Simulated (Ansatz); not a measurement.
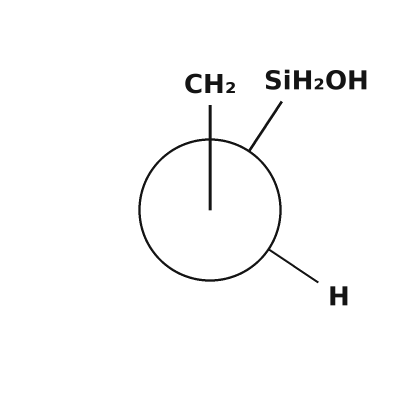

A Newman projection along the N–Sb bond, nitrogen in front; angles are drawn as computed, but eclipsed bonds slightly apart. The computed structure is the end point of a PBE0-D4/def2-TZVP optimisation. No frequency run is at hand to confirm it as a minimum.

Which molecule is it?

Answer. CH6NOSbSi, C=[N][SbH][SiH2]O

What is the torsion angle from the front CH2 to the back SiH2OH? The sign is positive where the front bond must turn clockwise to cover the back bond.

Answer. 33°, synclinal (gauche).
